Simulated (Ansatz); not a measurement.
The structure below was relaxed with Ansatz (a quantum-chemistry and plane-wave program), PBEsol, PAW, cutoff 420 eV, no spin-orbit coupling.

```yaml
crystal:
  lattice:
    - [2.82193, 0.00000, 0.00000]
    - [0.00000, 2.82193, 0.00000]
    - [0.00000, 0.00000, 3.57062]
  atoms:
    - { symbol: Cu, position: [0.00000, 0.00000, 0.00000] }
    - { symbol: Au, position: [0.50000, 0.50000, 0.50000] }
```

Q: Find the space group and the Wyckoff positions.

A: Space group P4/mmm (No. 123); a = b = 2.8219 Å, c = 3.5706 Å, α = β = γ = 90.00°

| atom | site | symmetry | x | y | z |
|---|---|---|---|---|---|
| Cu | 1a | 4/mmm | 0.0000 | 0.0000 | 0.0000 |
| Au | 1d | 4/mmm | 0.5000 | 0.5000 | 0.5000 |

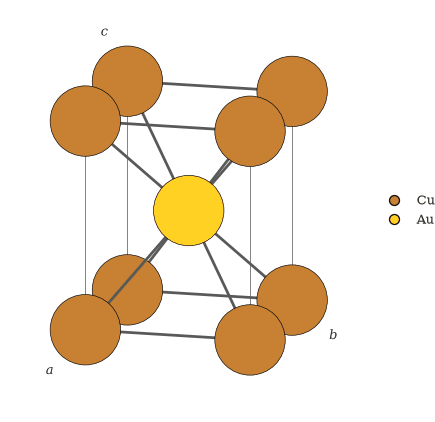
Figure. The conventional cell

Each cell is one ordered arrangement of few atoms, which overstates ordering effects compared with a random alloy. Whether these cells are dynamically stable was not tested. The final runs are not spin-polarised. The cell was made from Cu by this change: x(Au) = 0.5, 2 atoms, P4/mmm.
